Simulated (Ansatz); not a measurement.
**TlSe2Br (element-swapped structure): how the settings move a single-point run**

Aim: see which settings change the result for TlSe2Br (element-swapped structure), by how much, and at what cost.

Program: Ansatz 0.2.0. Level of theory: reference: DFT r2SCAN, plane waves, PAW, scalar-relativistic, no spin polarisation. These are calculated values, not measurements.

## Step 1: Starting point

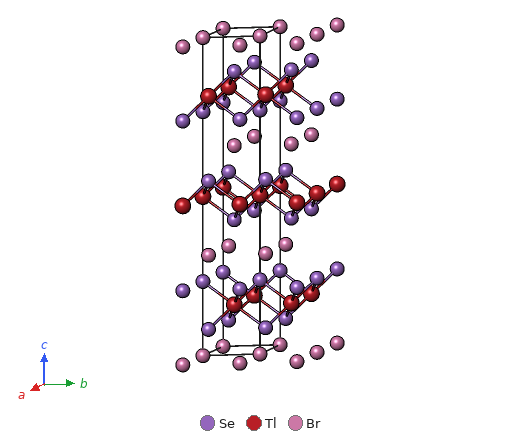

Start, viewed slightly off an axis; selenium purple, thallium red, bromine pink. 2×2×1 cells are drawn. Atoms on the faces are drawn again on the opposite ones. The cell drawn here is the conventional one.

Coordinates:

```cif
data_structure
_symmetry_space_group_name_H-M 'R-3m:H'
_symmetry_Int_Tables_number 166
_cell_length_a 4.1307
_cell_length_b 4.1307
_cell_length_c 23.0389
_cell_angle_alpha 90.000
_cell_angle_beta 90.000
_cell_angle_gamma 120.000
_cell_volume 340.45
loop_
_atom_site_label
_atom_site_type_symbol
_atom_site_symmetry_multiplicity
_atom_site_Wyckoff_symbol
_atom_site_fract_x
_atom_site_fract_y
_atom_site_fract_z
_atom_site_occupancy
Se1 Se 6 c 0.33333 0.66667 0.89981 1
Tl1 Tl 3 b 0.66667 0.33333 0.83333 1
Br1 Br 3 a 0.00000 0.00000 0.00000 1
```

## Step 2: Reference

input.yaml

```yaml
crystal:
  lattice:
    - [4.130748, 0.0, 0.0]
    - [-2.065374, 3.577333, 0.0]
    - [-2.065374, 1.192444, 7.679643]
  atoms:
    - { symbol: Se, position: [0.23314, 0.76686, 0.69942] }
    - { symbol: Se, position: [0.76686, 0.23314, 0.30058] }
    - { symbol: Tl, position: [0.5, 0.5, 0.5] }
    - { symbol: Br, position: [0.0, 0.0, 0.0] }
  symmetry: { tolerance: 0.0003 }
kpoints:
  mp_grid: { grid: [5, 5, 5], shift: [0, 0, 0] }
magnetization:
  spin_polarized: false
scf:
  occupations: { method: gaussian, width: 0.0236 }
hamiltonian:
  pseudopotentials: { kind: paw }
  xc: r2scan
basis:
  ecutwfc: 500
output:
  forces: true
  stress: true
  eigenvalues: true
  write_density: true
  write_potential: true
  elf: true
  volumetric_format: npy
```

On the command line:

```console
> ansatz run input.yaml --threads 1 --pin off --max-ram 2560MiB --backend cpu --events-out ev --progress --plain --runs-dir out
```

What it wrote (excerpt; [...] marks lines left out):

```text
Warning: RAYON_NUM_THREADS=1 ignored (pool sized by the plan → 1); use --threads N
[...]
Pseudopotentials: kind: paw
Pseudopotential: Se, paw, valence charge 16, recommended cutoff 500 eV (meta_gga), Se.paw.azcp
Pseudopotential: Tl, paw, valence charge 13, recommended cutoff 500 eV (meta_gga), Tl.paw.azcp
Pseudopotential: Br, paw, valence charge 7, recommended cutoff 500 eV (meta_gga), Br.paw.azcp
Functional definition: r2SCAN
[...]
Crystal: 4 atoms, lattice volume = 113.483 Å³
Basis set: ecut = 500 eV, 2879 PW (Γ), exchange–correlation on 128×128×240 points (64 copies of the dense FFT grid, shifted against one another)
Bands: 32, of which v1, the nominal top of the filled ones, is band 26 counted from 1 (25 counted from 0)
Symmetry: 12 space group operations
Space group: R-3m (ITA 166), of the structure as read, at distance tolerance 1.5e-3 Å
k-points: 19 of 125
[...]
SCF iter   1: F=—  HF=-25207.129766 eV  |F-HF|=—  |Δ(HF+E_count)|=         —  Δρ=5.95e-3  dr2=5.61e-2  dr2_τ=2.10e-2  ethr=1.77e-3  ⟨swp⟩=6.6  Hψ=2697  notcnv=0
[...]
SCF iter  10: F=-25207.127653 eV  HF=-25207.127653 eV  |F-HF|=1.92e-8  |Δ(HF+E_count)|=   8.32e-8  Δρ=6.71e-6  dr2=7.35e-8  dr2_τ=1.04e-9  ethr=1.92e-10  ⟨swp⟩=12.4  Hψ=4498  notcnv=0
[...]
SCF converged after 10 iterations
Free energy (F): -25207.127653 eV
[...]
E sigma→0 (E₀):  -25207.125938 eV
Entropy (-TS):   -0.003430 eV (-0.858 meV/atom)
Fermi energy:    5.824988 eV
[...]
--- Forces (eV/Å), atoms counted from 1 ---
  atom   1  Se     0.00000000    -0.00000001     0.33395640
  atom   2  Se     0.00000000     0.00000001    -0.33395640
  atom   3  Tl     0.00000000    -0.00000000     0.00000000
  atom   4  Br    -0.00000000     0.00000000     0.00000000
[...]
--- Stress (GPa, compression-positive) ---
       -1.205829       0.000000       0.000000
       -0.000000      -1.205829       0.000000
        0.000000       0.000000      -3.056772
  P = ⅓ Tr σ = -1.8228 GPa (-18.228 kbar)
--- Band table (eV; the first three rows and the last of 19) ---
[...]
```

Run time: 18 s. Hardware: 1 thread of Arm Neoverse V2, shared host; peak memory 0.73 GiB.

## Step 3: Changing settings: symmetry.detect false, mixing.algorithm msr1, mixing.beta 0.7, mixing.ndim 4, tolerance left out

input.yaml, as its differences from that of step 2:

```diff
@@ -10,3 +10,3 @@
     - { symbol: Br, position: [0.0, 0.0, 0.0] }
-  symmetry: { tolerance: 0.0003 }
+  symmetry: { detect: false }
 kpoints:
@@ -17,2 +17,3 @@
   occupations: { method: gaussian, width: 0.0236 }
+  mixing: { algorithm: msr1, beta: 0.7, ndim: 4 }
 hamiltonian:
@@ -26,5 +27 @@
   eigenvalues: true
-  write_density: true
-  write_potential: true
-  elf: true
-  volumetric_format: npy
```

On the command line:

```console
> ansatz run input.yaml --threads 1 --pin off --max-ram 2560MiB --backend cpu --events-out ev --progress --plain --runs-dir out
```

What it wrote (excerpt; [...] marks lines left out):

```text
Warning: RAYON_NUM_THREADS=1 ignored (pool sized by the plan → 1); use --threads N
[...]
Pseudopotentials: kind: paw
Pseudopotential: Se, paw, valence charge 16, recommended cutoff 500 eV (meta_gga), Se.paw.azcp
Pseudopotential: Tl, paw, valence charge 13, recommended cutoff 500 eV (meta_gga), Tl.paw.azcp
Pseudopotential: Br, paw, valence charge 7, recommended cutoff 500 eV (meta_gga), Br.paw.azcp
Functional definition: r2SCAN
[...]
Crystal: 4 atoms, lattice volume = 113.483 Å³
Basis set: ecut = 500 eV, 2879 PW (Γ), exchange–correlation on 128×128×240 points (64 copies of the dense FFT grid, shifted against one another)
Bands: 32, of which v1, the nominal top of the filled ones, is band 26 counted from 1 (25 counted from 0)
Symmetry: 1 space group operations
k-points: 63 of 125 (time reversal used)
[...]
SCF iter   1: F=—  HF=-25207.129811 eV  |F-HF|=—  |Δ(HF+E_count)|=         —  Δρ=5.95e-3  dr2=5.62e-2  dr2_τ=2.10e-2  ethr=1.77e-3  ⟨swp⟩=6.6  Hψ=8920  notcnv=0  defer=3
[...]
SCF iter  12: F=-25207.127653 eV  HF=-25207.127653 eV  |F-HF|=3.30e-8  |Δ(HF+E_count)|=   9.48e-9  Δρ=3.02e-6  dr2=3.60e-8  dr2_τ=1.66e-10  ethr=1.92e-10  ⟨swp⟩=9.0  Hψ=7817  notcnv=0
[...]
SCF converged after 12 iterations
Free energy (F): -25207.127653 eV
[...]
E sigma→0 (E₀):  -25207.125938 eV
Entropy (-TS):   -0.003430 eV (-0.858 meV/atom)
Fermi energy:    5.825040 eV
[...]
--- Forces (eV/Å), atoms counted from 1 ---
  atom   1  Se    -0.00000090     0.00000041     0.33411849
  atom   2  Se     0.00000090    -0.00000035    -0.33411879
  atom   3  Tl     0.00000000    -0.00000006     0.00000037
  atom   4  Br     0.00000004     0.00000000     0.00000048
[...]
--- Stress (GPa, compression-positive) ---
       -1.205874       0.000001       0.000002
        0.000001      -1.205872      -0.000002
        0.000002      -0.000002      -3.056831
  P = ⅓ Tr σ = -1.8229 GPa (-18.229 kbar)
--- Band table (eV; the first three rows and the last of 63) ---
[...]
```

Run time: 68 s. Hardware: 1 thread of Arm Neoverse V2, shared host; peak memory 0.73 GiB.

The changed use of symmetry and mixing doesn't alter the result here (within 0.5 meV/atom).

## Step 4: Variant: accuracy low

input.yaml, as its differences from that of step 2:

```diff
@@ -26,5 +26,2 @@
   eigenvalues: true
-  write_density: true
-  write_potential: true
-  elf: true
-  volumetric_format: npy
+accuracy: low
```

On the command line:

```console
> ansatz run input.yaml --threads 1 --pin off --max-ram 2560MiB --backend cpu --events-out ev --progress --plain --runs-dir out
```

What it wrote (excerpt; [...] marks lines left out):

```text
settings of this run that can trade accuracy for cost: accuracy: low. Do not mix this run's numbers with those of runs without the same settings; the input reference describes each key
Warning: RAYON_NUM_THREADS=1 ignored (pool sized by the plan → 1); use --threads N
[...]
Pseudopotentials: kind: paw
Pseudopotential: Se, paw, valence charge 16, recommended cutoff 500 eV (meta_gga), Se.paw.azcp
Pseudopotential: Tl, paw, valence charge 13, recommended cutoff 500 eV (meta_gga), Tl.paw.azcp
Pseudopotential: Br, paw, valence charge 7, recommended cutoff 500 eV (meta_gga), Br.paw.azcp
Functional definition: r2SCAN
[...]
Crystal: 4 atoms, lattice volume = 113.483 Å³
Basis set: ecut = 500 eV, 2879 PW (Γ), exchange–correlation on 96×96×180 points (27 copies of the dense FFT grid, shifted against one another)
Bands: 32, of which v1, the nominal top of the filled ones, is band 26 counted from 1 (25 counted from 0)
[...]
SCF converged after 10 iterations
Free energy (F): -25207.127649 eV
[...]
E sigma→0 (E₀):  -25207.125934 eV
Entropy (-TS):   -0.003430 eV (-0.858 meV/atom)
Fermi energy:    5.824988 eV
[...]
--- Forces (eV/Å), atoms counted from 1 ---
  atom   1  Se    -0.00000000    -0.00000001     0.33395770
  atom   2  Se    -0.00000000     0.00000001    -0.33395770
  atom   3  Tl     0.00000000     0.00000000     0.00000000
  atom   4  Br     0.00000000     0.00000000     0.00000000
[...]
--- Stress (GPa, compression-positive) ---
       -1.205829       0.000000      -0.000000
       -0.000000      -1.205829       0.000000
        0.000000       0.000000      -3.056763
  P = ⅓ Tr σ = -1.8228 GPa (-18.228 kbar)
--- Band table (eV; the first three rows and the last of 19) ---
[...]
settings of this run that can trade accuracy for cost: accuracy: low. Do not mix this run's numbers with those of runs without the same settings; the input reference describes each key
```

Wall time 13 s (1 thread of Arm Neoverse V2, shared host); peak memory 0.58 GiB.

Changing the accuracy level leaves the energy as it was (0.0 meV/atom).

## Step 5: Changed: occupations.width 0.01

input.yaml, as its differences from that of step 2:

```diff
@@ -16,3 +16,3 @@
 scf:
-  occupations: { method: gaussian, width: 0.0236 }
+  occupations: { method: gaussian, width: 0.01 }
 hamiltonian:
```

On the command line:

```console
> ansatz run input.yaml --threads 1 --pin off --max-ram 2560MiB --backend cpu --events-out ev --progress --plain --runs-dir out
```

What it wrote (excerpt; [...] marks lines left out):

```text
Warning: RAYON_NUM_THREADS=1 ignored (pool sized by the plan → 1); use --threads N
[...]
Pseudopotentials: kind: paw
Pseudopotential: Se, paw, valence charge 16, recommended cutoff 500 eV (meta_gga), Se.paw.azcp
Pseudopotential: Tl, paw, valence charge 13, recommended cutoff 500 eV (meta_gga), Tl.paw.azcp
Pseudopotential: Br, paw, valence charge 7, recommended cutoff 500 eV (meta_gga), Br.paw.azcp
Functional definition: r2SCAN
[...]
Crystal: 4 atoms, lattice volume = 113.483 Å³
Basis set: ecut = 500 eV, 2879 PW (Γ), exchange–correlation on 128×128×240 points (64 copies of the dense FFT grid, shifted against one another)
Bands: 32, of which v1, the nominal top of the filled ones, is band 26 counted from 1 (25 counted from 0)
Symmetry: 12 space group operations
Space group: R-3m (ITA 166), of the structure as read, at distance tolerance 1.5e-3 Å
k-points: 19 of 125
[...]
SCF iter   1: F=—  HF=-25207.128144 eV  |F-HF|=—  |Δ(HF+E_count)|=         —  Δρ=5.87e-3  dr2=5.63e-2  dr2_τ=2.10e-2  ethr=1.77e-3  ⟨swp⟩=6.7  Hψ=2703  notcnv=0
[...]
SCF iter  10: F=-25207.126160 eV  HF=-25207.126160 eV  |F-HF|=1.59e-8  |Δ(HF+E_count)|=   1.13e-7  Δρ=5.17e-6  dr2=3.60e-8  dr2_τ=1.67e-9  ethr=1.92e-10  ⟨swp⟩=12.0  Hψ=4425  notcnv=0
[...]
SCF converged after 10 iterations
Free energy (F): -25207.126160 eV
[...]
E sigma→0 (E₀):  -25207.125813 eV
Entropy (-TS):   -0.000694 eV (-0.173 meV/atom)
Fermi energy:    5.825434 eV
[...]
--- Forces (eV/Å), atoms counted from 1 ---
  atom   1  Se     0.00000000    -0.00000001     0.34211778
  atom   2  Se     0.00000000     0.00000001    -0.34211778
  atom   3  Tl     0.00000000     0.00000000     0.00000000
  atom   4  Br     0.00000000     0.00000000     0.00000000
[...]
--- Stress (GPa, compression-positive) ---
       -1.262184       0.000000      -0.000000
        0.000000      -1.262184       0.000000
        0.000000       0.000000      -2.975010
  P = ⅓ Tr σ = -1.8331 GPa (-18.331 kbar)
--- Band table (eV; the first three rows and the last of 19) ---
[...]
```

It took 18 s on 1 thread of Arm Neoverse V2, shared host; peak memory 0.73 GiB.

Changing the smearing hardly moves the energy: 0.0 meV/atom.

## Step 6: Variant: xc_grid 3

input.yaml, as its differences from that of step 2:

```diff
@@ -22,2 +22,3 @@
   ecutwfc: 500
+  xc_grid: 3
 output:
@@ -26,5 +27 @@
   eigenvalues: true
-  write_density: true
-  write_potential: true
-  elf: true
-  volumetric_format: npy
```

On the command line:

```console
> ansatz run input.yaml --threads 1 --pin off --max-ram 2560MiB --backend cpu --events-out ev --progress --plain --runs-dir out
```

What it wrote (excerpt; [...] marks lines left out):

```text
Warning: RAYON_NUM_THREADS=1 ignored (pool sized by the plan → 1); use --threads N
[...]
Pseudopotentials: kind: paw
Pseudopotential: Se, paw, valence charge 16, recommended cutoff 500 eV (meta_gga), Se.paw.azcp
Pseudopotential: Tl, paw, valence charge 13, recommended cutoff 500 eV (meta_gga), Tl.paw.azcp
Pseudopotential: Br, paw, valence charge 7, recommended cutoff 500 eV (meta_gga), Br.paw.azcp
Functional definition: r2SCAN
[...]
Crystal: 4 atoms, lattice volume = 113.483 Å³
Basis set: ecut = 500 eV, 2879 PW (Γ), exchange–correlation on 96×96×180 points (27 copies of the dense FFT grid, shifted against one another)
Bands: 32, of which v1, the nominal top of the filled ones, is band 26 counted from 1 (25 counted from 0)
Symmetry: 12 space group operations
Space group: R-3m (ITA 166), of the structure as read, at distance tolerance 1.5e-3 Å
k-points: 19 of 125
[...]
SCF iter   1: F=—  HF=-25207.129762 eV  |F-HF|=—  |Δ(HF+E_count)|=         —  Δρ=5.95e-3  dr2=5.61e-2  dr2_τ=2.10e-2  ethr=1.77e-3  ⟨swp⟩=6.6  Hψ=2697  notcnv=0
[...]
SCF iter  10: F=-25207.127649 eV  HF=-25207.127649 eV  |F-HF|=1.92e-8  |Δ(HF+E_count)|=   8.33e-8  Δρ=6.71e-6  dr2=7.34e-8  dr2_τ=1.04e-9  ethr=1.92e-10  ⟨swp⟩=8.6  Hψ=2767  notcnv=0
[...]
SCF converged after 10 iterations
Free energy (F): -25207.127649 eV
[...]
E sigma→0 (E₀):  -25207.125934 eV
Entropy (-TS):   -0.003430 eV (-0.858 meV/atom)
Fermi energy:    5.824988 eV
[...]
--- Forces (eV/Å), atoms counted from 1 ---
  atom   1  Se    -0.00000000    -0.00000001     0.33395770
  atom   2  Se    -0.00000000     0.00000001    -0.33395770
  atom   3  Tl     0.00000000     0.00000000     0.00000000
  atom   4  Br     0.00000000     0.00000000     0.00000000
[...]
--- Stress (GPa, compression-positive) ---
       -1.205829       0.000000      -0.000000
       -0.000000      -1.205829       0.000000
        0.000000       0.000000      -3.056763
  P = ⅓ Tr σ = -1.8228 GPa (-18.228 kbar)
--- Band table (eV; the first three rows and the last of 19) ---
[...]
```

Run time: 13 s. Hardware: 1 thread of Arm Neoverse V2, shared host; peak memory 0.58 GiB.

Changing the numerical grids leaves the energy as it was (0.0 meV/atom).

## Step 7: All runs together

```tsv
run	ending	energy change	pressure (GPa)	gap (eV)	force (eV/Å)	cycles	time
reference	converged	0	-1.8	0.00	0.33	10	18 s
1: symmetry.detect false, mixing.algorithm msr1, mixing.beta 0.7, mixing.ndim 4, tolerance left out	converged	0.0 meV/atom	-1.8	0.00	0.33	12	68 s
2: accuracy low	converged	0.0 meV/atom	-1.8	0.00	0.33	10	13 s
3: occupations.width 0.01	converged	0.0 meV/atom (σ→0)	-1.8	0.00	0.34	10	18 s
4: xc_grid 3	converged	0.0 meV/atom	-1.8	0.00	0.33	10	13 s
```

Times don't compare one to one where runs were asked for different outputs or read a saved state (see the inputs); cycles may leave out searches for a lower state.

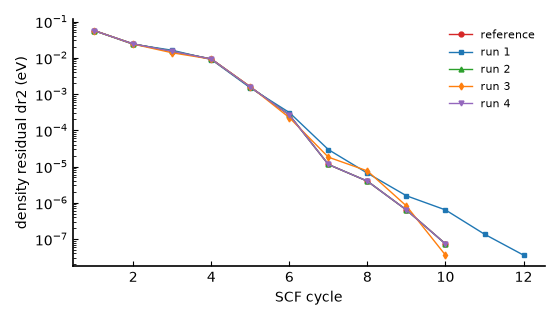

Residual by cycle in the longest SCF loop of each run; runs are numbered as in the table.

**Reading.** Of the converged runs whose energies compare with the reference's, none moves it noticeably.

Caveats on the reference run: its mesh is coarse for a cell with so small a gap or none; the structure is made up and not relaxed.
